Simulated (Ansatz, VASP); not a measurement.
**Cross-check of SnTe between VASP and Ansatz**

Aim: how closely do two programs agree when they are given the same cell, functional and k mesh? Other levels of theory on this material are compared in a session of their own. Valence electrons are named where the data sets of a main pair hold unlike numbers.

Program: Ansatz 0.2.0. Level of theory: plane waves, with VASP 6.6.1 beside it; single point at PBE, spin-orbit coupling. Results are calculated unless marked as measured.

**1. Set-up**

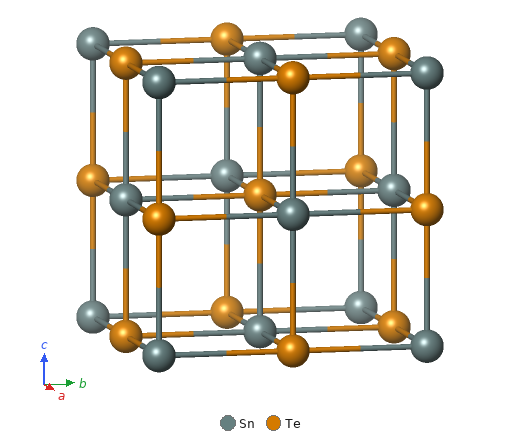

Start, viewed slightly off an axis; tin teal, tellurium orange. This picture shows the conventional cell, with its axes. Some periodic images of atoms are drawn too.

**2. Ansatz: single point, PBE, spin-orbit coupling**

Ansatz runs on its fully relativistic PAW (standard-fr) files.

A single point gives forces, pressure and levels at one fixed geometry, so differences don't come from the geometry; what else differs is listed under the comparison.

Contents of input.yaml:

```yaml
crystal:
  lattice:
    - [0.0, 3.1565, 3.1565]
    - [3.1565, 0.0, 3.1565]
    - [3.1565, 3.1565, 0.0]
  atoms:
    - { symbol: Sn, position: [0.0, 0.0, 0.0] }
    - { symbol: Te, position: [0.5, 0.5, 0.5] }
hamiltonian:
  xc: pbe
  pseudopotentials: { kind: paw_fr }
magnetization:
  noncollinear: true
  spin_orbit: true
kpoints:
  mp_grid: { grid: [6, 6, 6] }
scf:
  occupations: { method: tetrahedron }
output:
  forces: true
  stress: true
```

On the command line:

```bash
$ ansatz run input.yaml --threads 2 --pin off --max-ram 4608MiB --backend cpu --events-out ev --progress --plain --runs-dir out
```

Numbers of over 12 decimals in the logs are rounded to 6 here.

Log:

```text
Warning: output.forces, output.stress, relax.cell or npt_langevin: where a Kohn–Sham band that disperses or a degenerate level is filled in part under the method tetrahedron, the forces or the stress that this run publishes need not agree with its energy (scf.occupations.method in the input reference, under Limitations); prefer a smearing scheme for the forces or the stress
Engine: ansatz 0.2.0, x86_64-unknown-linux-gnu
Pseudopotentials: kind: paw_fr
Pseudopotential: Sn, paw_fr, valence charge 14, recommended cutoff 420 eV (normal), Sn.paw.azcp#standard-fr
Pseudopotential: Te, paw_fr, valence charge 16, recommended cutoff 420 eV (normal), Te.paw.azcp#standard-fr
Functional definition: PBE
  parameter kappa = 0.804
  parameter beta = 0.066725
  exchange = pbe_x(kappa = kappa, mu = beta*pi^2/3)
  correlation = pbe_c(beta = beta)
non-collinear run that drives no moment, with spin-orbit: no starting moment large enough to seed its density (crystal.atoms[].spin), no starting occupations that ask for one, no magnetisation constraint and no magnetic field, so the semilocal B_xc is pinned to zero
Crystal: 2 atoms, lattice volume = 62.900 Å³
Basis set: ecut = 420 eV, 1243 PW (Γ), exchange–correlation on 60×60×60 points (8 copies of the dense FFT grid, shifted against one another)
Bands: 38, of which v1, the nominal top of the filled ones, is band 30 counted from 1 (29 counted from 0)
Symmetry: 48 space group operations + 48 with time reversal
Magnetic group: BNS 225.117 (UNI 1619), of the structure as read, at distance tolerance 4.0e-5 Å
k-points: 16 of 216
Projection manifold: j_resolved (fully-relativistic pseudo-atomic orbitals)
Non-local potential: Sn, projectors of the file, l = 0: 2, l = 1: 4, l = 2: 4, l = 3: 4
Non-local potential: Te, projectors of the file, l = 0: 2, l = 1: 4, l = 2: 4, l = 3: 4
PAW form: soft (Blöchl's): semilocal exchange-correlation on the pseudo side does not see the compensation charge
PAW one-centre angular grid: Sn, 590 points (default); XC on 64 Gauss nodes
PAW one-centre angular grid: Te, 590 points (default); XC on 64 Gauss nodes
Initial density: superposition of atomic densities (chi_scale 0.1, normalization cell, long waves kept (reshape's long-wave potential 0.00 eV rms))
Initial wavefunctions: pseudopotential atomic-orbital guess
Functional: x = pbe(κ = 0.804, μ = 0.219515), c = pbe(β = 0.066725)
SCF iter   1: F=—  HF=-13009.582549 eV  |F-HF|=—  |Δ(HF+E_count)|=         —  Δρ=1.13e-2  dr2=8.45e-2  dr2_m=0.00e0 (ungated)  ethr=3.10e-3  |M|=0.00e0 ∫|m|=0.00e0 μB  |m|>n=0.0e0 m-floor=0.0e0 τ_xc=0.0e0  β_m=0.30  ⟨swp⟩=10.2  Hψ=1720  notcnv=0  defer=2
preconditioner: auto → none  [insulator: Δε(μ)=0.227 eV  Ē_g=8.670 eV  n_scr=14 (ndim 8)  ℏωp=14.8 eV  f_vac=0.000  ε∞_Penn≈3.9]
SCF iter   2: F=—  HF=-13009.577522 eV  |F-HF|=—  |Δ(HF+E_count)|=   5.03e-3  Δρ=7.49e-3  dr2=3.19e-2  dr2_m=0.00e0 (ungated)  ethr=2.82e-4  |M|=0.00e0 ∫|m|=0.00e0 μB  |m|>n=0.0e0 m-floor=0.0e0 τ_xc=0.0e0  β_m=0.52  ⟨swp⟩=2.0  Hψ=409  notcnv=0  defer=34
SCF iter   3: F=—  HF=-13009.580229 eV  |F-HF|=—  |Δ(HF+E_count)|=   2.71e-3  Δρ=1.68e-3  dr2=1.99e-3  dr2_m=0.00e0 (ungated)  ethr=1.06e-4  |M|=0.00e0 ∫|m|=0.00e0 μB  |m|>n=0.0e0 m-floor=0.0e0 τ_xc=0.0e0  β_m=0.52  ⟨swp⟩=2.9  Hψ=564  notcnv=0  defer=40
SCF iter   4: F=—  HF=-13009.580387 eV  |F-HF|=—  |Δ(HF+E_count)|=   1.58e-4  Δρ=4.49e-4  dr2=8.78e-5  dr2_m=0.00e0 (ungated)  ethr=6.64e-6  |M|=0.00e0 ∫|m|=0.00e0 μB  |m|>n=0.0e0 m-floor=0.0e0 τ_xc=0.0e0  β_m=0.65  ⟨swp⟩=2.8  Hψ=433  notcnv=0  defer=40
SCF iter   5: F=—  HF=-13009.580410 eV  |F-HF|=—  |Δ(HF+E_count)|=   2.34e-5  Δρ=9.17e-5  dr2=4.29e-6  dr2_m=0.00e0 (ungated)  ethr=2.93e-7  |M|=0.00e0 ∫|m|=0.00e0 μB  |m|>n=0.0e0 m-floor=0.0e0 τ_xc=0.0e0  β_m=0.56  ⟨swp⟩=3.0  Hψ=610  notcnv=0  defer=40
SCF iter   6: F=—  HF=-13009.580408 eV  |F-HF|=—  |Δ(HF+E_count)|=   2.84e-6  Δρ=3.01e-5  dr2=3.24e-7  dr2_m=0.00e0 (ungated)  ethr=1.43e-8  |M|=0.00e0 ∫|m|=0.00e0 μB  |m|>n=0.0e0 m-floor=0.0e0 τ_xc=0.0e0  β_m=0.78  ⟨swp⟩=3.0  Hψ=528  notcnv=0  defer=40
SCF iter   7: F=-13009.580408 eV  HF=-13009.580408 eV  |F-HF|=1.94e-8  |Δ(HF+E_count)|=   4.96e-8  Δρ=7.03e-6  dr2=2.78e-8  dr2_m=0.00e0 (ungated)  ethr=3.33e-10  |M|=0.00e0 ∫|m|=0.00e0 μB  |m|>n=0.0e0 m-floor=0.0e0 τ_xc=0.0e0  ⟨swp⟩=8.2  Hψ=1250  notcnv=0
SCF 1 converged in 7 iterations: F = -13009.580408 eV  dr2 = 2.78e-8
  greatest PAW one-centre occupation: 0.997 electrons in one spin orbital (limit 2), on the Te atom at site 1 (counted from 0), in its partial waves of l = 2
SCF converged after 7 iterations
Stability not checked: this state was not tested for a lower state beside it, because cold or Methfessel-Paxton smearing, or corrected tetrahedra, fill the levels in a way that the test cannot read (fill_not_monotonic; see scf.lower_state_search)
Magnetization: |M| = 0.0000 μB,  M = (+0.0000, +0.0000, +0.0000) μB
Absolute magnetization: 0.0000 μB (∫|m|)
  site 0: m = (+0.0000, +0.0000, +0.0000) μB, |m| = 0.0000 μB  (R = 1.30 Å)
  site 1: m = (+0.0000, +0.0000, +0.0000) μB, |m| = 0.0000 μB  (R = 1.30 Å)
Free energy (F): -13009.580408 eV
Harris-Foulkes:  -13009.580408 eV  (|F-HF|=1.94e-8)
Internal energy: -13009.580408 eV  (E = F + TS)
E sigma→0 (E₀):  -13009.580408 eV
Fermi energy:    9.491000 eV
--- Per-component energies (eV) ---
  E_band       = -355.181385
  E_kinetic    = 366.442146
  E_local      = -2161.367858  (includes V_loc(G=0)·N_el)
  E_nonlocal   = -342.333464
  E_hartree    = 1356.912813
  E_xc         = -508.089998
  E_vxc        = -201.096948  (∫ρ·V_xc dr)
  E_paw        = -8800.889853  (= ΣΔE_a)
  E_vpaw       = -730.640586  (= ΣTr[D̂ρ^β])
  E_aug_tail   = -0.000172  (compensation charges beyond the density's cutoff)
  E_ewald      = -2920.254022
  E_smearing   = -0.000000  (= −TS)
  E_closure    = 0.000000  (closes the sum)
  Σ components = -13009.580408   (vs F -13009.580408, Δ=0.00e0)
--- Forces (eV/Å), atoms counted from 1 ---
  atom   1  Sn     0.00000000    -0.00000000     0.00000000
  atom   2  Te     0.00000000     0.00000000     0.00000000
  max |Σ_I F_I| component: 8.10e-29 eV/Å
--- Stress (GPa, compression-positive) ---
        1.964554       0.000000      -0.000000
       -0.000000       1.964554       0.000000
        0.000000       0.000000       1.964554
  P = ⅓ Tr σ = 1.9646 GPa (19.646 kbar)
--- Band table (eV; the first three rows and the last of 16) ---
  k-point 0: bands = [... 26 lower, 7.7364, 7.7364, 7.7364, 7.7364, 12.3639, 12.3639, 13.2079, 13.2079, ... 4 higher]
  k-point 1: bands = [... 26 lower, 7.7737, 7.7737, 8.3078, 8.3078, 11.4660, 11.4660, 12.1117, 12.1117, ... 4 higher]
  k-point 2: bands = [... 26 lower, 7.9214, 7.9214, 9.0396, 9.0396, 10.2286, 10.2286, 10.7390, 10.7390, ... 4 higher]
  k-point 15: bands = [... 26 lower, 5.2576, 5.2576, 7.7195, 7.7195, 11.6704, 11.6704, 13.0702, 13.0702, ... 4 higher]
```

Wall time 2.2 s (2 threads of Intel Xeon Platinum 8375C at 2.90GHz (Ice Lake), shared host); peak memory 0.56 GiB; 4.3 s of CPU time.

The run ends at a pressure of 1.96 GPa.

**3. VASP: single point, PBE, spin-orbit coupling**

The same cell, functional, mesh and smearing now go to VASP, with its own data sets.

Lines of VASP's logs that name or quote its potential files are left out, and so is its time.

Contents of INCAR:

```
SYSTEM = SnTe
PREC = Accurate
ENCUT = 400
EDIFF = 1E-06
NELM = 100
ISMEAR = -5
SIGMA = 0.05
LREAL = .FALSE.
ALGO = Normal
GGA = PE
LNONCOLLINEAR = .TRUE.
MAGMOM = 0 0 0 0 0 0
NBANDS = 32
GGA_COMPAT = .FALSE.
LASPH = .TRUE.
LSORBIT = .TRUE.
LORBIT = 11
LWAVE = .FALSE.
LCHARG = .FALSE.
KPAR = 2
NEDOS = 2001
```

Contents of POSCAR:

```
SnTe
1.0
    0.0000000000      3.1565000000      3.1565000000
    3.1565000000      0.0000000000      3.1565000000
    3.1565000000      3.1565000000      0.0000000000
Sn Te
1 1
Direct
    0.0000000000      0.0000000000      0.0000000000
    0.5000000000      0.5000000000      0.5000000000
```

Contents of KPOINTS:

```
Automatic mesh
0
Gamma
6 6 6
0 0 0
```

The projector-augmented-wave data sets are Sn_d and Te (PBE family, release 64).

On the command line:

```bash
$ mpirun -np 2 vasp_ncl
```

Log:

```text
[banner, memory and clock lines left out]
running    2 mpi-ranks, on    1 nodes
 distrk:  each k-point on    1 cores,    2 groups
 distr:  one band on    1 cores,    1 groups

 POSCAR found type information on POSCAR SnTe
 POSCAR found :  2 types and       2 ions
 LDA part: xc-table for (Slater+PW92), standard interpolation
 POSCAR, INCAR and KPOINTS ok, starting setup
 FFT: planning ... GRIDC
 FFT: planning ... GRID_SOFT
 FFT: planning ... GRID
 WAVECAR not read
 entering main loop
       N       E                     dE             d eps       ncg     rms          rms(c)
DAV:   1     0.158178477552E+03    0.15818E+03   -0.78761E+03  1064   0.124E+03
DAV:   2     0.127691305017E+02   -0.14541E+03   -0.13999E+03  1056   0.374E+02
DAV:   3    -0.686526706880E+01   -0.19634E+02   -0.19358E+02  1248   0.123E+02
DAV:   4    -0.771281304089E+01   -0.84755E+00   -0.84673E+00  1192   0.282E+01
DAV:   5    -0.774620370513E+01   -0.33391E-01   -0.33389E-01  1512   0.549E+00    0.553E+00
DAV:   6    -0.769360531460E+01    0.52598E-01   -0.10252E-01  1320   0.254E+00    0.352E+00
DAV:   7    -0.769393749163E+01   -0.33218E-03   -0.39352E-02  1392   0.102E+00    0.182E+00
DAV:   8    -0.769531114909E+01   -0.13737E-02   -0.20993E-03  1184   0.302E-01    0.439E-01
DAV:   9    -0.769523384573E+01    0.77303E-04   -0.12780E-03  1352   0.318E-01    0.139E-01
DAV:  10    -0.769534592896E+01   -0.11208E-03   -0.19856E-04  1144   0.901E-02    0.336E-02
DAV:  11    -0.769535370890E+01   -0.77799E-05   -0.86246E-06  1336   0.250E-02    0.171E-02
DAV:  12    -0.769535911449E+01   -0.54056E-05   -0.76199E-06   960   0.149E-02    0.130E-02
DAV:  13    -0.769536002761E+01   -0.91312E-06   -0.43659E-07   800   0.811E-03
   1 F= -.76953600E+01 E0= -.76953600E+01  d E =0.000000E+00  mag=     0.0000    -0.0000     0.0000
```

OUTCAR, selected parts (step 3):

```text
ion  position               nearest neighbor table
   1  0.000  0.000  0.000-   2 3.16   2 3.16   2 3.16   2 3.16   2 3.16   2 3.16
   2  0.500  0.500  0.500-   1 3.16   1 3.16   1 3.16   1 3.16   1 3.16   1 3.16

  LATTYP: Found a face centered cubic cell.
 ALAT       =     6.3130000000

 Subroutine GETGRP returns: Found 48 space group operations
 (whereof 48 operations were pure point group operations)

The static configuration has the point symmetry O_h .

 Found     16 irreducible k-points:

   k-points           NKPTS =     16   k-points in BZ     NKDIM =     16   number of bands    NBANDS=     32

   dimension x,y,z NGX =    30 NGY =   30 NGZ =   30
   dimension x,y,z NGXF=    60 NGYF=   60 NGZF=   60

   ENCUT  =  400.0 eV  29.40 Ry    5.42 a.u.   7.28  7.28  7.28*2*pi/ulx,y,z

   NELECT =      20.0000    total number of electrons

 k-points in reciprocal lattice and weights: Automatic mesh
   0.00000000  0.00000000  0.00000000       0.005
   0.16666667  0.00000000  0.00000000       0.037
   0.33333333  0.00000000  0.00000000       0.037
   0.50000000  0.00000000  0.00000000       0.019
   0.16666667  0.16666667  0.00000000       0.028
   0.33333333  0.16666667  0.00000000       0.111
   0.50000000  0.16666667  0.00000000       0.111
  -0.33333333  0.16666667  0.00000000       0.111
  -0.16666667  0.16666667  0.00000000       0.056
[...]
-0.33333333  0.33333333  0.16666667       0.111
  -0.33333333  0.50000000  0.16666667       0.056

 average (electrostatic) potential at core
       1-100.6462       2 -87.8394

 E-fermi :   6.7902

 k-point     1 :       0.0000    0.0000    0.0000
  band No.  band energies     occupation
    ...
     16       4.2057      1.00000
     17       5.0180      1.00000
     18       5.0180      1.00000
     19       5.0180      1.00000
     20       5.0180      1.00000
     21       9.6716      0.00000
     22       9.6716      0.00000
     23      10.4910      0.00000
     24      10.4910      0.00000
     25      10.4910      0.00000
    ...

 k-point     2 :       0.1667    0.0000    0.0000
  band No.  band energies     occupation
    ...
     16       4.4223      1.00000
     17       5.0554      1.00000
     18       5.0554      1.00000
     19       5.5908      1.00000
     20       5.5908      1.00000
     21       8.7669      0.00000
     22       8.7669      0.00000
     23       9.3901      0.00000
     24       9.3901      0.00000
     25       9.4101      0.00000
    ...

 k-point     3 :       0.3333    0.0000    0.0000
  band No.  band energies     occupation
    ...
     16       4.6304      1.00000
     17       5.2033      1.00000
     18       5.2033      1.00000
     19       6.3229      1.00000
     20       6.3229      1.00000
     21       7.5245      0.00000
     22       7.5245      0.00000
     23       8.0180      0.00000
     24       8.0180      0.00000
     25       8.0213      0.00000
    ...

  Total        0.7620941      0.7620941      0.7620941      0.0000000      0.0000000      0.0000000
  in kB       19.4120671     19.4120671     19.4120671      0.0000000      0.0000000      0.0000000
  external PRESSURE =      19.4120671 kB  Pullay stress =       0.0000000 kB

  energy-cutoff  :      400.00
  volume of cell :       62.90
      direct lattice vectors                 reciprocal lattice vectors
     0.000000000  3.156500000  3.156500000    -0.158403295  0.158403295  0.158403295
     3.156500000  0.000000000  3.156500000     0.158403295 -0.158403295  0.158403295
     3.156500000  3.156500000  0.000000000     0.158403295  0.158403295 -0.158403295

 POSITION                                       TOTAL-FORCE (eV/Angst)
 -----------------------------------------------------------------------------------
      0.00000      0.00000      0.00000        -0.000000      0.000000     -0.000000
      3.15650      3.15650      3.15650         0.000000     -0.000000      0.000000
 -----------------------------------------------------------------------------------
    total drift:                               -0.000000      0.000000      0.000000

  FREE ENERGIE OF THE ION-ELECTRON SYSTEM (eV)
  ---------------------------------------------------
  free  energy   TOTEN  =        -7.6953600276 eV

  energy  without entropy=       -7.6953600276  energy(sigma->0) =       -7.69536003

 Spin-Orbit-Coupling matrix elements
 Ion:    1  E_soc:     -0.0990832
 Ion:    2  E_soc:     -0.2018603

 total charge
# of ion       s       p       d       tot
------------------------------------------
    1        1.361   0.743   9.983  12.087
    2        1.389   1.961   0.030   3.379
--------------------------------------------------
tot          2.749   2.704  10.013  15.466

 magnetization (x)
# of ion       s       p       d       tot
------------------------------------------
    1       -0.000   0.000  -0.000  -0.000
    2        0.000   0.000   0.000   0.000
--------------------------------------------------
tot         -0.000   0.000  -0.000  -0.000

 magnetization (y)
# of ion       s       p       d       tot
------------------------------------------
    1       -0.000   0.000   0.000  -0.000
    2        0.000   0.000   0.000   0.000
--------------------------------------------------
tot         -0.000   0.000   0.000  -0.000

 magnetization (z)
# of ion       s       p       d       tot
------------------------------------------
    1        0.000   0.000  -0.000  -0.000
    2        0.000  -0.000   0.000  -0.000
--------------------------------------------------
tot          0.000  -0.000  -0.000  -0.000

[... 3 further parts left out ...]
```

The run ends at a pressure of 1.94 GPa.

**4. Comparison**

Known differences besides the potentials themselves: spin-orbit coupling enters by fully relativistic files in Ansatz and inside the spheres in VASP; the data sets hold 30 valence electrons in Ansatz (on its fully relativistic PAW (standard-fr) files) and 20 in VASP; the cutoff is 420 eV in Ansatz and 400 eV in VASP. Total energies have different zeros and are not compared.

Both answers:

```tsv
quantity	Ansatz	VASP	difference
pressure (GPa)	1.96	1.94	+0.02
gap on the k mesh (eV)	0.244	0.237	+0.007
```

A gap on the mesh is an upper bound, since the band edges may lie between its points. Ansatz's pressure holds a Pulay correction of 0.03 GPa; VASP's holds none.

**5. Results**

```yaml
difference_in_gap_on_the_k_mesh_single_point_pbe_spin_orbit_coupling: 0.0069 eV
```

In words: The difference in gap on the k mesh is 0.0069 eV (single point, PBE, spin-orbit coupling), within the 0.08 eV picked in this series as the mark of a large difference. The data sets hold unlike numbers of valence electrons (30 in Ansatz and 20 in VASP), so part of the differences comes from the potentials. 3 further runs of this series are not shown here. How closely two codes agree says nothing of how well the functional describes the real material.

[Lines on the potential files, build, host, timing and source positions are cut from VASP's logs without a mark.]

[Logs are printed without paths, hosts, clocks, repeated set-up lines and the standing remarks that a program may print on its own settings, such as how far it seeks lower states.]

[Hosts, paths, dates, database ids (printed as entryN), source tags and the programs' standing remarks are cut or masked in the printed files.]
